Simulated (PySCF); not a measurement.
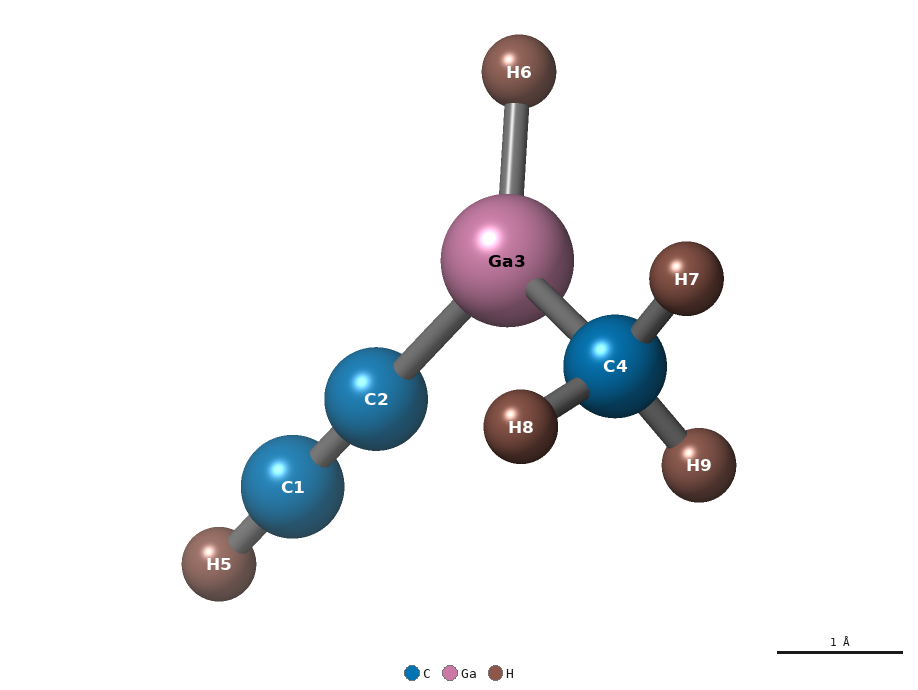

The computed structure is the end point of a PBE0-D3(BJ)/def2-SVP optimisation. No frequency run is at hand to confirm it as a minimum.

Which atoms are bonded, and how long are the bonds?

```tsv
bond	length (Å)
C1–C2	1.221
C1–H5	1.076
C2–Ga3	1.925
Ga3–C4	1.958
Ga3–H6	1.566
C4–H7	1.099
C4–H8	1.102
C4–H9	1.102
```
